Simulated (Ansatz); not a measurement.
# Moving the knobs of a GW run on LiNbO3 (R3c)

Aim: change settings of a G0W0 run on LiNbO3 (R3c) and see what moves.

Calculated with Ansatz 0.2.0; G0W0 on PBE, plane waves, norm-conserving pseudopotentials.

**1. Starting point**

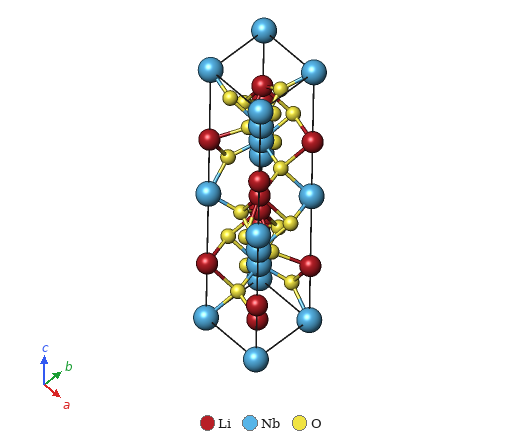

The starting structure, seen slightly off an axis (lithium red, niobium blue, oxygen yellow). This picture shows the conventional cell, with its axes. Bonds to atoms that aren't drawn are left out. Some periodic images of atoms are drawn too.

The cell and positions come from the Crystallography Open Database and are kept as given unless a step says otherwise.

**2. The base run: 4×4×4 mesh, 241 empty bands, screening to 100 eV, norm-conserving files**

G0W0 replaces the xc potential by the self-energy, built once from these orbitals. Only a window of levels is corrected, while the sums run over the empty bands that the input names. This step takes norm-conserving files.

Contents of input.yaml:

```yaml
crystal:
  lattice:
    - [2.5758, 1.4871388234, 4.623]
    - [-2.5758, 1.4871388234, 4.623]
    - [0.0, -2.9742776468, 4.623]
  atoms:
    - { symbol: Li, position: [0.2815, 0.2815, 0.2815] }
    - { symbol: Li, position: [0.7815, 0.7815, 0.7815] }
    - { symbol: Nb, position: [5.5e-05, 5.5e-05, 5.5e-05] }
    - { symbol: Nb, position: [0.500055, 0.500055, 0.500055] }
    - { symbol: O, position: [0.11231, 0.35836, 0.71959] }
    - { symbol: O, position: [0.71959, 0.11231, 0.35836] }
    - { symbol: O, position: [0.35836, 0.71959, 0.11231] }
    - { symbol: O, position: [0.21959, 0.85836, 0.61231] }
    - { symbol: O, position: [0.85836, 0.61231, 0.21959] }
    - { symbol: O, position: [0.61231, 0.21959, 0.85836] }
kpoints:
  mp_grid: { grid: [4, 4, 4] }
hamiltonian:
  xc: pbe
  pseudopotentials: { kind: nc }
scf:
  occupations: { method: fixed }
gw:
  n_empty_bands: 241
  ecut_chi: 100
  qp_bands: [v3, c3]
  qp_kpoints: band_edges
  screening: { model: contour_deformation }
```

On the command line:

```sh
$ ansatz run input.yaml --threads 3 --pin off --max-ram 92160MiB --backend cuda --events-out ev --progress --plain --runs-dir out --devices 1 --max-vram 13GiB
```

Numbers of over 12 decimals in the logs are rounded to 6 here.

The program printed:

```text
GPUs: using 1 of 1 available (devices: 1).
Engine: ansatz 0.2.0, x86_64-unknown-linux-gnu
Pseudopotentials: kind: nc
Pseudopotential: Li, nc, valence charge 3, recommended cutoff 1034.032677 eV (normal), Li.nc.azcp
Pseudopotential: Nb, nc, valence charge 13, recommended cutoff 1115.666836 eV (normal), Nb.nc.azcp
Pseudopotential: O, nc, valence charge 6, recommended cutoff 1240 eV (normal), O.nc.azcp
Functional definition: PBE
  parameter kappa = 0.804
  parameter beta = 0.066725
  exchange = pbe_x(kappa = kappa, mu = beta*pi^2/3)
  correlation = pbe_c(beta = beta)
device memory: the entry about to start is reckoned to put 4.7 GiB on a device that reports 57.2 GiB free (of which the cap on the GPU budget leaves the run 13.0 GiB)
GPU FFT provider: cuFFT
GPU libraries: cuBLAS 13.8.2, cuFFT 12.4.0, cuSOLVER 12.3.4
Crystal: 10 atoms, lattice volume = 106.252 Å³
Basis set: ecut = 1240 eV, 10569 PW (Γ)
Bands: 44, of which v1, the nominal top of the filled ones, is band 34 counted from 1 (33 counted from 0)
Symmetry: 6 space group operations
Space group: R3c (ITA 161), of the structure as read, at distance tolerance 4.7e-5 Å
k-points: 13 of 64 (time reversal used)
Non-local potential: Li, projectors of the file, l = 0: 2, l = 1: 2
Non-local potential: Nb, projectors of the file, l = 0: 2, l = 1: 2, l = 2: 2, l = 3: 1
Non-local potential: O, projectors of the file, l = 0: 2, l = 1: 2, l = 2: 1
Initial density: superposition of atomic densities (chi_scale 0.1, normalization cell, long waves kept (reshape's long-wave potential 0.00 eV rms))
Initial wavefunctions: pseudopotential atomic-orbital guess
GPU buffer pool allocated for 262144 grid points (all kernels)
GPU transforms: local potential and band sums: pruned to the plane-wave sphere, on 64×64×64
Functional: x = pbe(κ = 0.804, μ = 0.219515), c = pbe(β = 0.066725)
SCF iter   1: F=—  HF=-6804.639892 eV  |F-HF|=—  |Δ(HF+E_count)|=         —  Δρ=9.81e-2  dr2=1.02e1  ethr=3.10e-3  ⟨swp⟩=5.1  Hψ=2027  notcnv=0  defer=95
preconditioner: auto → Resta (q_TF=auto, 2.533 Å⁻¹)  ε∞=4.9  [insulator: Δε(μ)=5.017 eV  Ē_g=12.674 eV  n_scr=26 (ndim 8)  ℏωp=25.0 eV  f_vac=0.000  ε∞_Penn≈4.9]
SCF iter   2: F=—  HF=-6802.571400 eV  |F-HF|=—  |Δ(HF+E_count)|=    2.07e0  Δρ=4.81e-2  dr2=9.93e-1  ethr=3.10e-3  ⟨swp⟩=3.0  Hψ=1103  notcnv=0  defer=90
SCF iter   3: F=—  HF=-6802.466945 eV  |F-HF|=—  |Δ(HF+E_count)|=   1.04e-1  Δρ=2.16e-2  dr2=3.00e-1  ethr=1.46e-3  ⟨swp⟩=2.0  Hψ=784  notcnv=0  defer=103
SCF iter   4: F=—  HF=-6802.468033 eV  |F-HF|=—  |Δ(HF+E_count)|=   1.09e-3  Δρ=9.34e-3  dr2=5.04e-2  ethr=4.41e-4  ⟨swp⟩=2.6  Hψ=707  notcnv=0  defer=104
SCF iter   5: F=—  HF=-6802.472126 eV  |F-HF|=—  |Δ(HF+E_count)|=   4.09e-3  Δρ=1.58e-3  dr2=2.31e-3  ethr=7.41e-5  ⟨swp⟩=2.5  Hψ=906  notcnv=0  defer=104
[...]
NSCF: frozen V_eff on 1 k-points
device memory: the entry about to start is reckoned to put 1.4 GiB on a device that reports 33.8 GiB free (of which the cap on the GPU budget leaves the run 13.0 GiB)
NSCF: frozen V_eff on 1 k-points
SCF converged after 9 iterations
Free energy (F): -6802.473007 eV
Harris-Foulkes:  -6802.473007 eV  (|F-HF|=8.23e-10)
Internal energy: -6802.473007 eV  (E = F + TS)
E sigma→0 (E₀):  -6802.473007 eV
Fermi energy:    7.273805 eV
--- Per-component energies (eV) ---
  E_band       = -520.581699
  E_kinetic    = 3170.883659
  E_local      = -4842.549741  (includes V_loc(G=0)·N_el)
  E_nonlocal   = -326.472302
  E_hartree    = 1451.175389
  E_xc         = -1781.595682
  E_vxc        = -1424.797426  (∫ρ·V_xc dr)
  E_ewald      = -4473.914330
  E_smearing   = -0.000000  (= −TS)
  E_closure    = 0.000000  (closes the sum)
  Σ components = -6802.473007   (vs F -6802.473007, Δ=0.00e0)
--- Band table (eV; the first three rows and the last of 13) ---
  k-point 0: bands = [... 30 lower, 6.5871, 6.8053, 7.2738, 7.2738, 10.8921, 10.8921, 11.3608, 12.4745, ... 6 higher]
  k-point 1: bands = [... 30 lower, 6.8086, 6.8769, 7.0744, 7.2003, 10.9409, 11.0555, 11.4963, 12.2056, ... 6 higher]
  k-point 2: bands = [... 30 lower, 6.9855, 6.9855, 7.0609, 7.0609, 11.1982, 11.1982, 12.0217, 12.0217, ... 6 higher]
  k-point 12: bands = [... 30 lower, 6.9630, 6.9630, 6.9630, 6.9630, 11.9468, 11.9468, 12.1453, 12.1453, ... 6 higher]
--- G₀W₀: contour deformation, 6 samples at zero and on the imaginary axis and 1 off it, 64 q-points, 241 empty bands' worth ---
  eigenvalues of the whole cell's RPA ε∞ on this k-mesh (on a slab, of 1 + 4πα/V) = 4.9657, 5.1742, 5.1742; static W/v taken at q = 0 is 0.195793
  bands read: the sum over 275 bands ends inside a degenerate multiplet in 3 slots, whose members it reads at an even weight; the widest, k=12: bands 273 to 276 (counted from 1) at 3/4 each
  gw.qp_kpoints: band_edges: 13 of 13 stored k-points solved, in 1 pass; an edge of the gap read off the rows below is read off those points alone
    ik  band        ε_KS         Σx   Σc(E_QP)       V_xc       Z   E_QP_lin       E_QP  E_QP is
     0    32      6.8053   -25.9802     4.9300   -20.5791  0.7349     6.3301     6.3342  root
     0    33      7.2738   -25.7995     4.7320   -20.6811  0.7351     6.8850     6.8875  root
     0    34      7.2738   -25.7995     4.7320   -20.6811  0.7351     6.8850     6.8875  root
     0    35     10.8921   -13.7711    -4.7593   -19.6644  0.7769    12.0437    12.0261  root
     0    36     10.8921   -13.7711    -4.7593   -19.6644  0.7769    12.0437    12.0261  root
     0    37     11.3608   -14.0247    -4.7487   -19.9052  0.7693    12.5121    12.4925  root
     1    32      6.8769   -25.6709     4.7387   -20.5020  0.7341     6.4434     6.4467  root
     1    33      7.0744   -25.4700     4.7419   -20.3043  0.7328     6.6474     6.6505  root
[...]
12    34      6.9630   -25.5714     4.7618   -20.3814  0.7326     6.5315     6.5348  root
    12    35     11.9468   -13.8521    -5.1830   -20.2022  0.7611    13.1382    13.1139  root
    12    36     11.9468   -13.8521    -5.1830   -20.2022  0.7611    13.1382    13.1139  root
    12    37     12.1453   -14.7279    -5.1109   -21.0932  0.7551    13.4296    13.3997  root
```

Elapsed: 50 s, on 1 × NVIDIA H100 80GB HBM3 (shared by 6 runs) with 3 threads of AMD EPYC 7R13 (Zen 3), shared host; peak memory 2 GiB; 79 s of CPU time.

In the SCF lines HF is the Harris–Foulkes energy and dr2 the Hartree energy of the density residual, in eV; the loop may stop once dr2 is under the threshold and the program's other checks hold. Hψ counts applications of the Hamiltonian.

This step gave:

- bands summed: 275
- RPA ε∞ on this mesh (eigenvalues): 4.966, 5.174, 5.174
- plane waves in the screening matrix: 247
- q-points in the mesh: 64
- G0W0 gap on the mesh: 5.133 eV
- k of the valence top: 0, 0, 0
- k of the conduction bottom: 0, 0.25, -0.5
- starting gap on the mesh: 3.616 eV
- Z at the valence top: 0.7351
- Z at the conduction bottom: 0.7780
- least direct G0W0 gap on the computed points: 5.139 eV

The gap on the mesh goes from 3.62 eV to 5.13 eV, a correction of +1.52 eV. Between the two edge states, bare exchange in place of the xc potential would open the gap by 11.06 eV, and correlation takes back 9.54 eV.

**3. Variant: norm-conserving files, smooth pair densities**

input.yaml: that of step 2 with these lines changed.

```diff
@@ -24,4 +24,4 @@
 gw:
-  n_empty_bands: 241
-  ecut_chi: 100
+  n_empty_bands: 172
+  ecut_chi: 80
   qp_bands: [v3, c3]
@@ -29 +29,2 @@
   screening: { model: contour_deformation }
+  pair_densities: pseudo
```

The program printed:

```text
GPUs: using 1 of 1 available (devices: 1).
[...]
GPU FFT provider: cuFFT
GPU libraries: cuBLAS 13.8.2, cuFFT 12.4.0, cuSOLVER 12.3.4
Crystal: 10 atoms, lattice volume = 106.252 Å³
Basis set: ecut = 1240 eV, 10569 PW (Γ)
Bands: 44, of which v1, the nominal top of the filled ones, is band 34 counted from 1 (33 counted from 0)
[... 1 set-up line as in the run before ...]
[...]
k-points: 13 of 64 (time reversal used)
[...]
GPU buffer pool allocated for 262144 grid points (all kernels)
[...]
SCF iter   1: F=—  HF=-6804.639892 eV  |F-HF|=—  |Δ(HF+E_count)|=         —  Δρ=9.81e-2  dr2=1.02e1  ethr=3.10e-3  ⟨swp⟩=5.1  Hψ=2027  notcnv=0  defer=95
[...]
SCF iter   9: F=-6802.473007 eV  HF=-6802.473007 eV  |F-HF|=8.23e-10  |Δ(HF+E_count)|=   1.30e-7  Δρ=5.03e-6  dr2=1.52e-8  ethr=1.47e-10  ⟨swp⟩=11.9  Hψ=2398  notcnv=0
SCF 1 converged in 9 iterations: F = -6802.473007 eV  dr2 = 1.52e-8
[...]
NSCF: frozen V_eff on 13 k-points
[...]
G₀W₀ screening: q 1/13
[... further progress lines ...]
[...]
SCF converged after 9 iterations
Free energy (F): -6802.473007 eV
[...]
Internal energy: -6802.473007 eV  (E = F + TS)
E sigma→0 (E₀):  -6802.473007 eV
Fermi energy:    7.273805 eV
[...]
--- Band table (eV; the first three rows and the last of 13) ---
  k-point 0: bands = [... 30 lower, 6.5871, 6.8053, 7.2738, 7.2738, 10.8921, 10.8921, 11.3608, 12.4745, ... 6 higher]
  k-point 1: bands = [... 30 lower, 6.8086, 6.8769, 7.0744, 7.2003, 10.9409, 11.0555, 11.4963, 12.2056, ... 6 higher]
  k-point 2: bands = [... 30 lower, 6.9855, 6.9855, 7.0609, 7.0609, 11.1982, 11.1982, 12.0217, 12.0217, ... 6 higher]
  k-point 12: bands = [... 30 lower, 6.9630, 6.9630, 6.9630, 6.9630, 11.9468, 11.9468, 12.1453, 12.1453, ... 6 higher]
[...]
0    32      6.8053   -25.0873     5.0236   -19.7600  0.7369     6.4998     6.5015  root
     0    33      7.2738   -25.0509     4.8260   -20.0080  0.7376     7.0562     7.0570  root
     0    34      7.2738   -25.0509     4.8260   -20.0080  0.7376     7.0562     7.0570  root
     0    35     10.8921   -11.3949    -4.5775   -17.1326  0.7787    12.0706    12.0522  root
     0    36     10.8921   -11.3949    -4.5775   -17.1326  0.7787    12.0706    12.0522  root
     0    37     11.3608   -11.7153    -4.5727   -17.4594  0.7711    12.5532    12.5321  root
     1    32      6.8769   -24.8121     4.8341   -19.7060  0.7363     6.6036     6.6049  root
     1    33      7.0744   -24.6967     4.8307   -19.5995  0.7353     6.8066     6.8078  root
[...]
12    34      6.9630   -24.7780     4.8515   -19.6548  0.7350     6.6901     6.6914  root
    12    35     11.9468   -11.3741    -4.9983   -17.5669  0.7629    13.1668    13.1413  root
    12    36     11.9468   -11.3741    -4.9983   -17.5669  0.7629    13.1668    13.1413  root
    12    37     12.1453   -12.1967    -4.9156   -18.4109  0.7574    13.4760    13.4439  root
```

Elapsed: 31 s, on 1 × NVIDIA H100 80GB HBM3 (shared by 6 runs) with 3 threads; peak memory 1.7 GiB.

The G0W0 gap on the mesh is 4.981 eV.

Against the base:

| setting | base | variant |
| --- | --- | --- |
| empty bands | 241 | 172 |
| screening cutoff (eV) | 100 | 80 |
| pair densities | - | pseudo |

| quantity | variant | base |
| --- | --- | --- |
| starting gap on the mesh | 3.616 | 3.616 |
| G0W0 gap on the mesh | 4.981 | 5.133 |
| least direct G0W0 gap on the computed points | 4.995 | 5.139 |
| Z at the valence top | 0.738 | 0.735 |
| Z at the conduction bottom | 0.780 | 0.778 |

**4. Summary of results**

```yaml
base: 5.13 eV, 50 s
norm_conserving_files_smooth_pair_densities: 4.98 eV, 31 s
```

What this shows: Norm-conserving files, smooth pair densities: the gap moves by −0.15 eV. The variant differs from the base in empty bands, screening cutoff and pair densities together, so the change can't be laid to one of them. All runs here use a coarse mesh and modest cutoffs; they test settings and are not final values. The many-body steps are scalar-relativistic: spin-orbit coupling is not in them.

[Paths, hosts, dates, memory and timing lines, banners, echoed tables and standing remarks are left out of the program output.]

[Logs are printed without paths, hosts, clocks, repeated set-up lines and the standing remarks that a program may print on its own settings, such as how far it seeks lower states.]

[Runs of the session that timed out or met a known fault of the program may be left out.]

[Cells called generated may have been cut or substituted from an entry of the Crystallography Open Database or the Materials Project.]

[Hosts, paths, dates, database ids (printed as entryN), source tags and the programs' standing remarks are cut or masked in the printed files.]
